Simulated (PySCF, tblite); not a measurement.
**C4H9ClO2Si2: geometry, infrared bands and NMR shifts**

What infrared bands and NMR shifts should C4H9ClO2Si2 (`CC(=O)[C@@H]1C[SiH2]O[Si@H]1Cl`) show?

Computed with tblite 0.8.0 and PySCF 2.14.0, with density-fitted response routines of our own, on a single molecule in the gas phase. Atoms are numbered from 0 throughout.

**1. Starting geometry**

18 atoms, charge 0, multiplicity 1; geometry from: force field or distance geometry start.

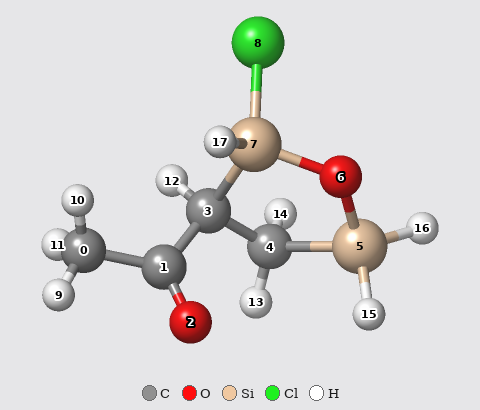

The starting geometry (carbon grey, oxygen red, silicon light orange, chlorine green, hydrogen white), atoms numbered.

**2. Relaxing the molecule with GFN2-xTB**

Job settings and geometry (Å):

```
{"job": {"kind": "relax", "xc": "GFN2-xTB", "basis": "xTB"}, "charge": 0, "multiplicity": 1}
C      2.675200     0.314800     0.031900
C      1.220700     0.643100    -0.288300
O      0.894000     1.773500    -0.594100
C      0.219600    -0.489700    -0.165100
C     -0.927300    -0.367000    -1.211000
Si    -2.440300     0.543600    -0.391400
O     -2.101900     0.213100     1.246400
Si    -0.585100    -0.479300     1.594400
Cl    -0.948400    -2.411700     2.177000
H      3.275300     1.212100    -0.098900
H      2.756000    -0.019900     1.066500
H      3.020200    -0.461000    -0.647600
H      0.750000    -1.436800    -0.320800
H     -0.608500     0.157400    -2.129700
H     -1.286400    -1.355700    -1.494100
H     -2.391000     2.006100    -0.609700
H     -3.711700    -0.079600    -0.798000
H      0.180800     0.243200     2.620900
```

Launch:

```
> OMP_NUM_THREADS=1 python probes_run.py task.json out
```

This one command runs all jobs of the session in turn.

**Question.** This job is followed by: GFN2-xTB harmonic vibrations, gas phase; GIAO PBE0/pcSseg-1 NMR shielding, non-relativistic, gas phase. What will the session give for the following? strongest single infrared mode (GFN2-xTB); zero-point energy (GFN2-xTB); 13C shifts against TMS (PBE0/pcSseg-1); 1H shifts against TMS (PBE0/pcSseg-1, means over atoms taken as alike); 17O shifts against H2O (PBE0/pcSseg-1); 29Si shifts against TMS (PBE0/pcSseg-1); 35Cl shifts against HCl (PBE0/pcSseg-1).

The runs gave:

| quantity | value |
| --- | --- |
| strongest single infrared mode (GFN2-xTB) | 662 cm⁻¹, 313 km/mol |
| zero-point energy (GFN2-xTB) | 77.2 kcal/mol |
| 13C shifts against TMS (PBE0/pcSseg-1) | 216.2, 52.4, 32.6, 16.5 ppm |
| 1H shifts against TMS (PBE0/pcSseg-1, means over atoms taken as alike) | 5.57, 5.29, 5.20, 2.98, 2.20, 1.15, 1.03 ppm |
| 17O shifts against H2O (PBE0/pcSseg-1) | 642.9, 69.3 ppm |
| 29Si shifts against TMS (PBE0/pcSseg-1) | 0.9, -1.0 ppm |
| 35Cl shifts against HCl (PBE0/pcSseg-1) | 57 ppm |

**Reading.** Over 93 steps the energy fell by 0.350 eV; of the close pairs, O6–Si7 changed most, 1.703 to 1.609 Å. All 48 modes are real, so the xTB geometry is a minimum. The strongest single mode, at 662 cm⁻¹, is spread over many atoms; the largest shares are those of H17, H16. Unscaled tight-binding wavenumbers are off by several per cent, some by more. Its intensities can rank the bands wrongly. The most deshielded carbon is C1 (ketone carbonyl carbon), at 216.2 ppm: the double bond to the heteroatom, with no lone-pair donor beside it, deshields it most. At PBE0/pcSseg-1: Shielding is most anisotropic at O2 (span 1208 ppm, paramagnetic term -711 ppm).
